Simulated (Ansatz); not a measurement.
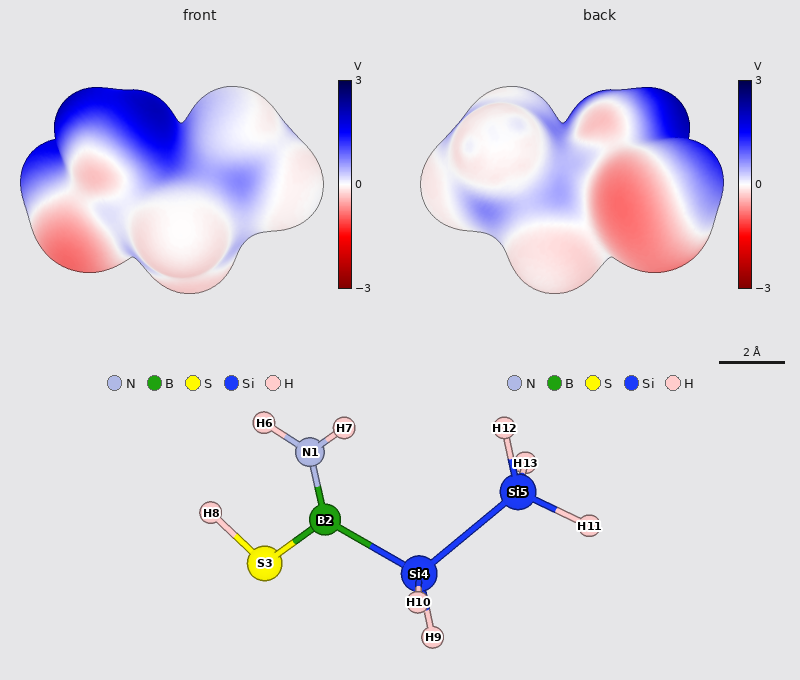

*BH8NSSi2. The molecular electrostatic potential painted on the density surface at 0.002 e/bohr³, seen from the front and from behind; the colour scale runs from red (negative) to blue (positive). The bare structure is drawn below in the same view.*

All numbers below come from Ansatz 0.2.0, RKS PBE0/def2-SVP.

```xyz
13

N     1.3908    0.4230    1.2243
B     0.7985   -0.7348    0.7117
S     0.8230   -2.3332    1.5701
Si   -0.1691   -0.6834   -1.0731
Si   -1.6261    1.1592   -1.1058
H     1.8892    0.4596    2.1055
H     1.3655    1.3120    0.7414
H     1.5221   -1.9727    2.6736
H    -0.9490   -1.9338   -1.3382
H     0.7992   -0.5025   -2.2061
H    -2.3164    1.3302   -2.4219
H    -0.8441    2.4103   -0.8321
H    -2.6633    1.0314   -0.0347
```

**Which sites attract a positive test charge, and which a negative one?**

A positive charge is drawn to the negative regions and a negative charge to the positive ones. The most negative region (about −0.8 V) lies over S3, the most positive (about +2.1 V) over H6.
